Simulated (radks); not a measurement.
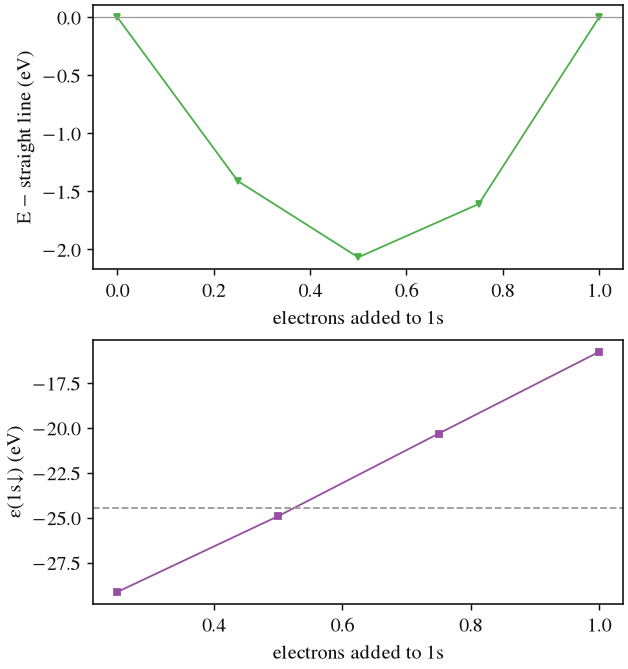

The occupation of the 1s shell is varied from He⁺ (1s1 (high spin)) to He (1s2), with spherical fractional occupations. The plot shows the total energy less the straight line between the end points, and the eigenvalue of 1s↓ (the dashed line is minus the energy to take the whole electron out). The values are computed.

**Was this Hartree-Fock or a semilocal functional, and how does the plot tell?**

It was a semilocal functional (LDA, GGA or meta-GGA): non-relativistic Kohn-Sham, PBE, spin-polarised, spherical densities, point nucleus, computed with the in-house radial solver radks. The curve is convex (below the straight line), with the largest deviation among the points computed, −2.07 eV, at 0.5. The end points differ by 24.5 eV, the energy to take the electron out. The eigenvalue, which is the slope of the energy (Janak's theorem), moves from −29.1 eV at 0.25 to −15.8 eV at 1; for a straight line it would stay constant, and a parabola would sag by an eighth of this change, scaled to a whole electron, 2.23 eV. Convexity is the delocalisation error: fractional charges are too low in energy. For an s shell Hartree-Fock would as a rule bend the other way.
